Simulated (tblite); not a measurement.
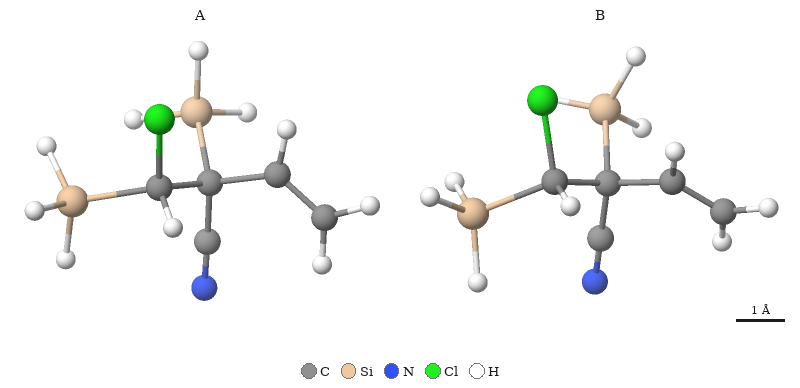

Two geometries of C5H10ClNSi2, drawn at one scale. One is the start of a relaxation, the other its converged end. The picture is a ball-and-stick view, seen from a free direction.

Theory: tblite, GFN2-xTB geometry optimisation, gas phase. 

Which one is relaxed?

Answer. Structure B is the relaxed one. Over 184 geometry steps the energy falls by 8.57 kcal/mol. The largest move after the best rigid fit is that of an H atom, 0.96 Å. Largest moves by element: H 0.96 Å, Cl 0.79 Å, C 0.35 Å, Si 0.28 Å, N 0.24 Å. Some distances before and after: Cl–Si 3.610 → 3.034 Å, C–C 1.567 → 1.501 Å, C–C 1.490 → 1.430 Å, C–C 1.568 → 1.527 Å. Bond angles that change, for instance: C–Si–H 110.4° → 105.1°, C–C–Cl 113.4° → 108.6°, Si–C–H 105.3° → 109.4°. Groups turn about C–C by about 30°, C–C by about 25°. Cost: 3.6 s on 1 thread of Arm Neoverse N1 (shared host).
